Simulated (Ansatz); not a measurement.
# Geometry relaxation, with input and output: Si₂H₄O (part 2 of 2)

Continued. System: Si₂H₄O. Method: RKS PBE-D4/def2-SVP (Ansatz 0.2.0). The geometry: force-field start.

Geometry of the input (Å):
```
O  -0.7948  -0.3728  0.6027
Si -1.0855  -0.2556  -0.9621
Si 0.4439  0.0149  1.3600
H  -0.1014  -1.1608  -1.7025
H  -0.9009  1.1231  -1.4934
H  0.8728  1.4493  1.1838
H  1.6271  -0.8661  0.9659
```

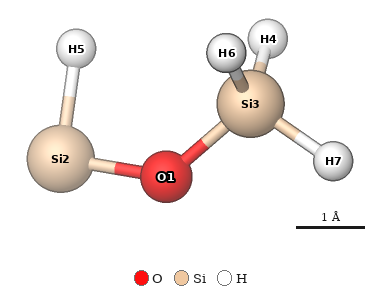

Fig. 1: The geometry at step 21 of the log (ball-and-stick view, seen at a tilt; atoms are numbered from 1 in the order of the input).

Trajectory as extended XYZ, continued:
```
7
Properties=species:S:1:pos:R:3:forces:R:3 step=8 energy=-17849.43256
O    -1.1441   -0.4759    0.7860    0.6633   0.3223   0.7049
Si   -1.1609   -0.3025   -0.9827   -0.0596  -0.1555  -0.6726
Si    0.4790   -0.0293    0.8865   -0.4073  -0.6009  -1.0980
H     0.3574   -0.7443   -1.1610    0.0873   0.0089   0.3576
H    -0.8533    1.1923   -1.1838   -0.1248   0.1582   0.1501
H     0.8500    1.3996    0.6783    0.0425   0.0265   0.2882
H     1.5331   -1.1079    0.9312   -0.2013   0.2404   0.2697
7
Properties=species:S:1:pos:R:3:forces:R:3 step=9 energy=-17849.81016
O    -1.1347   -0.4738    0.7819    0.7489   0.3999   0.4441
Si   -1.2356   -0.3311   -1.0109   -0.3302  -0.0422  -0.3907
Si    0.4988   -0.0659    0.6961   -0.5714  -0.5376  -1.0524
H     0.3953   -0.6399   -1.0335    0.4217   0.0905   0.3379
H    -0.8816    1.1854   -1.1652   -0.1501  -0.0248   0.1168
H     0.8914    1.3764    0.6780    0.0618  -0.1084   0.3069
H     1.5278   -1.1190    1.0081   -0.1806   0.2227   0.2373
7
Properties=species:S:1:pos:R:3:forces:R:3 step=10 energy=-17849.94866
O    -1.1095   -0.4321    0.7843    0.2372   0.0878  -0.6762
Si   -1.3493   -0.3717   -1.0278   -0.3639   0.0671   0.4112
Si    0.5124   -0.1056    0.5081    0.4545  -0.2469   1.7274
H     0.4958   -0.4928   -0.9589    0.2595  -0.3296  -1.1303
H    -0.9664    1.1480   -1.1612   -0.1479  -0.0646  -0.0806
H     0.9756    1.2963    0.6880    0.0267   0.1445   0.0198
H     1.5026   -1.1100    1.1218   -0.4660   0.3417  -0.2713
7
Properties=species:S:1:pos:R:3:forces:R:3 step=11 energy=-17850.01617
O    -1.0825   -0.4132    0.7779   -0.0222   0.0542  -0.2969
Si   -1.3512   -0.3635   -1.0085   -0.1769  -0.3760   0.0727
Si    0.5377   -0.1136    0.5514   -0.3112   0.7470  -0.4652
H     0.5531   -0.5289   -1.0457   -0.1055   0.1375   0.3448
H    -1.0508    1.1387   -1.1932    0.0346   0.2742  -0.0218
H     1.0173    1.2927    0.7457   -0.0540  -0.0289  -0.0487
H     1.4376   -1.0802    1.1268    0.6350  -0.8079   0.4151
7
Properties=species:S:1:pos:R:3:forces:R:3 step=12 energy=-17850.05039
O    -1.0640   -0.3476    0.7432   -0.2438  -0.0585  -0.4772
Si   -1.5277   -0.4306   -0.9886    0.4607   0.5064   0.6880
Si    0.5773   -0.0913    0.5302    0.2158  -0.4396  -0.2123
H     0.6865   -0.3860   -1.0065    0.0288   0.0133   0.0862
H    -1.1498    1.0840   -1.2972   -0.2055  -0.2529  -0.0719
H     1.1156    1.2772    0.8123   -0.1157   0.0460  -0.0011
H     1.4232   -1.1737    1.1609   -0.1404   0.1853  -0.0116
7
Properties=species:S:1:pos:R:3:forces:R:3 step=13 energy=-17850.01147 accepted=F
O    -1.0519   -0.3181    0.7196    0.5930  -0.0513   0.7851
Si   -1.3346   -0.3788   -0.9940   -0.5002  -0.4113  -0.7117
Si    0.6215   -0.1371    0.5608   -0.8293   0.3681  -0.0035
H     0.5712   -0.4366   -1.0048    0.3502  -0.0043  -0.0586
H    -1.2646    1.1317   -1.3157    0.1624   0.2764  -0.0104
H     1.0722    1.2713    0.7927    0.1547  -0.0976   0.0043
H     1.4473   -1.2004    1.1957    0.0691  -0.0801  -0.0052
7
Properties=species:S:1:pos:R:3:forces:R:3 step=14 energy=-17850.08370
O    -1.0554   -0.3486    0.7385    0.0372   0.0449  -0.1193
Si   -1.4565   -0.3976   -0.9848   -0.0142  -0.0276   0.1016
Si    0.5947   -0.1188    0.5350   -0.0302  -0.0783   0.0396
H     0.6668   -0.4084   -1.0024    0.0474  -0.0033  -0.0384
H    -1.2171    1.1182   -1.3146    0.0241  -0.0075   0.0467
H     1.0961    1.2670    0.7938   -0.0110   0.0099   0.0053
H     1.4327   -1.1799    1.1888   -0.0534   0.0619  -0.0356
7
Properties=species:S:1:pos:R:3:forces:R:3 step=15 energy=-17850.08571
O    -1.0551   -0.3401    0.7351    0.0104  -0.0238  -0.0911
Si   -1.4668   -0.4045   -0.9810   -0.0217   0.0392   0.0906
Si    0.5951   -0.1189    0.5290    0.0138  -0.0127   0.0336
H     0.6820   -0.4012   -1.0069    0.0313  -0.0168  -0.0124
H    -1.2153    1.1107   -1.3059    0.0045  -0.0166  -0.0050
H     1.0979    1.2659    0.7950   -0.0117   0.0005   0.0017
H     1.4235   -1.1800    1.1892   -0.0266   0.0304  -0.0174
7
Properties=species:S:1:pos:R:3:forces:R:3 step=16 energy=-17850.08904
O    -1.0508   -0.3542    0.7260   -0.1002  -0.0237  -0.0993
Si   -1.4970   -0.3902   -0.9764   -0.0469  -0.0211   0.1021
Si    0.5961   -0.1227    0.5171    0.1464   0.0061   0.0291
H     0.7096   -0.4186   -1.0083    0.0232   0.0096  -0.0084
H    -1.2076    1.1174   -1.2928    0.0166   0.0225  -0.0122
H     1.0852    1.2665    0.7882   -0.0177   0.0057  -0.0088
H     1.4258   -1.1662    1.2005   -0.0214   0.0009  -0.0026
7
Properties=species:S:1:pos:R:3:forces:R:3 step=18 energy=-17850.21091
O    -0.9988   -0.4315    0.6175   -0.5452  -0.2867  -1.0129
Si   -1.8670   -0.2929   -0.8941    0.2690   0.4510   0.8687
Si    0.6544   -0.1585    0.4062    0.5500   0.1241   0.7273
H     1.0542   -0.4602   -1.0126    0.0175  -0.0121  -0.1035
H    -1.2181    1.1231   -1.2558   -0.1198  -0.3175  -0.1736
H     1.0298    1.2554    0.7717   -0.0591  -0.0503  -0.1248
H     1.4067   -1.1033    1.3215   -0.1125   0.0915  -0.1811
7
Properties=species:S:1:pos:R:3:forces:R:3 step=19 energy=-17850.29756
O    -0.9775   -0.4874    0.5692   -0.5686  -0.0672  -1.4644
Si   -2.0246   -0.1999   -0.8274    0.7951   0.1459   1.2965
Si    0.6912   -0.1740    0.3917   -0.0495   0.1235   0.2754
H     1.1926   -0.4523   -1.0161   -0.1489   0.0195   0.1974
H    -1.2088    1.0779   -1.2836   -0.1134  -0.1523  -0.2200
H     0.9937    1.2492    0.7708   -0.0109   0.0297  -0.0935
H     1.3946   -1.0815    1.3499    0.0964  -0.0993   0.0088
7
Properties=species:S:1:pos:R:3:forces:R:3 step=20 energy=-17850.46493
O    -0.9526   -0.5027    0.5030   -0.0389   0.0792  -0.4606
Si   -2.1047   -0.0900   -0.6876    0.0431  -0.0469   0.3903
Si    0.7193   -0.1621    0.4097   -0.1195  -0.1118  -0.0171
H     1.2304   -0.3801   -0.9963   -0.0641   0.0308   0.1205
H    -1.2044    0.9496   -1.4370    0.0408   0.0502  -0.1533
H     0.9930    1.2513    0.8332   -0.0140   0.0270   0.0153
H     1.3801   -1.1341    1.3293    0.1525  -0.0285   0.1049
7
Properties=species:S:1:pos:R:3:forces:R:3 step=21 energy=-17850.44058 accepted=F
O    -0.9255   -0.5221    0.4350   -0.5675   0.1649  -0.4029
Si   -2.2190   -0.0047   -0.5803    1.4109   0.2689  -0.0143
Si    0.7424   -0.1763    0.3958   -0.1059  -0.0904   0.5274
H     1.3016   -0.3351   -0.9795    0.0304  -0.0407  -0.1626
H    -1.2142    0.8846   -1.5512   -0.6950  -0.3615   0.3167
H     0.9789    1.2371    0.8782   -0.0261  -0.1269  -0.0567
H     1.3971   -1.1514    1.3564   -0.0468   0.1858  -0.2077
7
Properties=species:S:1:pos:R:3:forces:R:3 step=22 energy=-17850.49504
O    -0.9431   -0.5073    0.4680    0.1741  -0.0158  -0.0999
Si   -2.1285   -0.0462   -0.6412   -0.1662   0.1465  -0.0755
Si    0.7284   -0.1815    0.4178    0.0746   0.0061   0.1421
H     1.2417   -0.3643   -0.9814    0.0149  -0.0321  -0.0163
H    -1.2391    0.9388   -1.5160   -0.0466  -0.1253   0.0691
H     0.9864    1.2335    0.8572   -0.0224  -0.0210   0.0166
H     1.4152   -1.1411    1.3500   -0.0282   0.0416  -0.0361
7
Properties=species:S:1:pos:R:3:forces:R:3 step=23 energy=-17850.51047
O    -0.9230   -0.5161    0.4199    0.1027   0.1230  -0.0359
Si   -2.1709    0.0212   -0.5850   -0.0506   0.0122  -0.0523
Si    0.7464   -0.1792    0.4201    0.0127  -0.1342   0.0374
H     1.2996   -0.3491   -0.9665    0.0043   0.0130  -0.0168
H    -1.2914    0.8833   -1.5803   -0.0282  -0.0427   0.0607
H     0.9942    1.2257    0.8937   -0.0385  -0.0023   0.0086
H     1.4062   -1.1538    1.3525   -0.0026   0.0309  -0.0017
7
Properties=species:S:1:pos:R:3:forces:R:3 step=24 energy=-17850.51573
O    -0.8965   -0.4507    0.3812    0.0507   0.0244  -0.0069
Si   -2.2051    0.0179   -0.5746   -0.0644   0.0036  -0.0307
Si    0.7780   -0.1845    0.4321    0.0270   0.0245   0.0018
H     1.3696   -0.3422   -0.9412   -0.0084   0.0070  -0.0106
H    -1.4226    0.8685   -1.6510    0.0284  -0.0386   0.0500
H     1.0438    1.2056    0.9403   -0.0044  -0.0078  -0.0016
H     1.3940   -1.1825    1.3676   -0.0290  -0.0131  -0.0019
7
Properties=species:S:1:pos:R:3:forces:R:3 step=25 energy=-17850.51599
O    -0.8942   -0.4341    0.3786    0.0157  -0.0483   0.0987
Si   -2.2138    0.0172   -0.5678    0.0779   0.0575  -0.0822
Si    0.7813   -0.1802    0.4303   -0.0574   0.0306  -0.0164
H     1.3629   -0.3244   -0.9490    0.0173  -0.0069   0.0055
H    -1.4036    0.8406   -1.6465   -0.0771  -0.0223   0.0016
H     1.0491    1.2059    0.9472    0.0185  -0.0091   0.0118
H     1.3794   -1.1929    1.3616    0.0052  -0.0013  -0.0190
7
Properties=species:S:1:pos:R:3:forces:R:3 step=26 energy=-17850.52089
O    -0.9023   -0.3762    0.4204   -0.0238   0.0126  -0.0184
Si   -2.2110    0.0281   -0.5670    0.0107  -0.0074   0.0233
Si    0.7792   -0.1642    0.4417   -0.0154   0.0067  -0.0041
H     1.3337   -0.2688   -0.9524    0.0012   0.0032  -0.0085
H    -1.4032    0.7502   -1.7101    0.0076  -0.0113  -0.0103
H     1.0921    1.1925    1.0072    0.0138  -0.0050   0.0184
H     1.3727   -1.2297    1.3146    0.0058   0.0012  -0.0004
7
Properties=species:S:1:pos:R:3:forces:R:3 step=27 energy=-17850.52428
O    -0.9074   -0.2615    0.4636   -0.0431   0.0499  -0.1635
Si   -2.2241    0.0450   -0.5567    0.1602   0.0278  -0.0032
Si    0.7846   -0.1379    0.4582    0.0339   0.0293   0.0736
H     1.3070   -0.1746   -0.9559   -0.0256   0.0188   0.0465
H    -1.4273    0.5906   -1.8199   -0.0354  -0.0893   0.1654
H     1.1774    1.1623    1.1196   -0.0302  -0.1203  -0.0572
H     1.3510   -1.2919    1.2455   -0.0598   0.0838  -0.0616
7
Properties=species:S:1:pos:R:3:forces:R:3 step=29 energy=-17850.53090
O    -0.9058   -0.2266    0.4633    0.0184   0.0205  -0.0200
Si   -2.2247    0.0650   -0.5470    0.0213   0.0109  -0.0333
Si    0.7852   -0.1276    0.4586    0.0053   0.0031   0.0182
H     1.3045   -0.1334   -0.9551   -0.0118   0.0109   0.0150
H    -1.4222    0.5152   -1.8311   -0.0148  -0.0314   0.0503
H     1.1942    1.1442    1.1499   -0.0045  -0.0264  -0.0109
H     1.3301   -1.3048    1.2158   -0.0139   0.0124  -0.0194
7
Properties=species:S:1:pos:R:3:forces:R:3 step=30 energy=-17850.53454
O    -0.9060   -0.1629    0.4775    0.0057   0.0060  -0.0043
Si   -2.2251    0.0758   -0.5452   -0.0030   0.0034  -0.0022
Si    0.7860   -0.1116    0.4633   -0.0070   0.0049   0.0065
H     1.2913   -0.0779   -0.9544    0.0014   0.0064   0.0013
H    -1.4202    0.4182   -1.8554    0.0018  -0.0140   0.0059
H     1.2322    1.1208    1.1977    0.0048  -0.0065   0.0014
H     1.3030   -1.3304    1.1709   -0.0038  -0.0002  -0.0085
7
Properties=species:S:1:pos:R:3:forces:R:3 step=31 energy=-17850.53653
O    -0.9042   -0.0699    0.4893    0.0119   0.0063  -0.0268
Si   -2.2310    0.0944   -0.5389    0.0500   0.0113  -0.0627
Si    0.7885   -0.0873    0.4700    0.0402  -0.0062   0.0279
H     1.2928   -0.0023   -0.9472   -0.0114   0.0109   0.0171
H    -1.4381    0.2784   -1.8968   -0.0301  -0.0191   0.0999
H     1.2909    1.0841    1.2711   -0.0303  -0.0458  -0.0359
H     1.2623   -1.3654    1.1070   -0.0303   0.0426  -0.0195
7
Properties=species:S:1:pos:R:3:forces:R:3 step=32 energy=-17850.53721
O    -0.9055   -0.0726    0.4951   -0.0019   0.0103   0.0017
Si   -2.2251    0.1058   -0.5385    0.0297  -0.0042  -0.0516
Si    0.7867   -0.0880    0.4681   -0.0041   0.0106   0.0105
H     1.2800    0.0130   -0.9513    0.0047  -0.0122   0.0101
H    -1.4162    0.2577   -1.8867   -0.0320  -0.0037   0.0486
H     1.2832    1.0833    1.2681    0.0025  -0.0231  -0.0025
H     1.2582   -1.3673    1.0997    0.0011   0.0224  -0.0168
7
Properties=species:S:1:pos:R:3:forces:R:3 step=33 energy=-17850.53769
O    -0.9051   -0.0503    0.4955    0.0082  -0.0022  -0.0045
Si   -2.2257    0.0961   -0.5418   -0.0212   0.0040   0.0069
Si    0.7867   -0.0819    0.4692    0.0012   0.0040  -0.0009
H     1.2843    0.0191   -0.9481    0.0004   0.0013  -0.0020
H    -1.4240    0.2438   -1.8882    0.0112  -0.0039  -0.0033
H     1.2975    1.0746    1.2792   -0.0002   0.0000   0.0026
H     1.2474   -1.3694    1.0886    0.0004  -0.0033   0.0012
```

Results in brief:

| quantity | value |
| --- | --- |
| outcome | converged |
| total energy | −17850.5377 eV |
| mean-field energy | −17850.3965 eV |
| dispersion energy | −0.1412 eV |
| SCF solution under orbital rotations | stable |
| largest force (length of the vector) at the end | 0.023 eV/Å |
| dipole moment | 0.99 D |
| hardware | 2 threads of Arm Neoverse V1, 23 GiB of memory available, shared host |
| wall time | 37 s (CPU time 69 s) |
| peak memory | 0.12 GiB |
